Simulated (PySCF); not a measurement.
SMILES Nc1ccccc1[SiH3] (C₆H₉NSi), GFN2-xTB optimised geometry. Atoms within 1.6 Å of the plane z = 0.0 Å (x, y, z in Å): N1 (-1.73, -1.66, 0.07), C2 (-1.02, -0.48, 0.00), C3 (-1.72, 0.73, 0.00), C4 (-1.04, 1.93, 0.00), C5 (0.34, 1.95, 0.00), C6 (1.03, 0.75, 0.00), C7 (0.38, -0.48, 0.00), Si8 (1.38, -2.08, 0.01), H9 (-1.26, -2.50, -0.23), H10 (-2.71, -1.61, -0.19), H11 (-2.80, 0.71, 0.00), H12 (-1.60, 2.86, 0.00), H13 (0.88, 2.88, 0.00), H14 (2.11, 0.76, 0.00), H15 (1.04, -2.88, -1.18), H16 (2.80, -1.75, -0.02), H17 (1.07, -2.88, 1.20).

Level of theory: PySCF with PBE/def2-SVP. Cells within 0.4 Å of a nucleus heavier than hydrogen are left out (blank, or x).

Map of the Laplacian of the electron density (e/bohr⁵), clipped to [-1.50, 1.50] on the plane z = 0.0 Å:

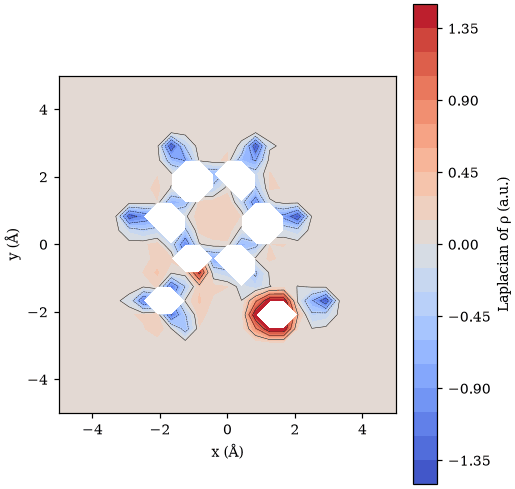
Figure: Laplacian of the electron density (e/bohr⁵), clipped to [-1.50, 1.50] on the plane z = 0.0 Å.
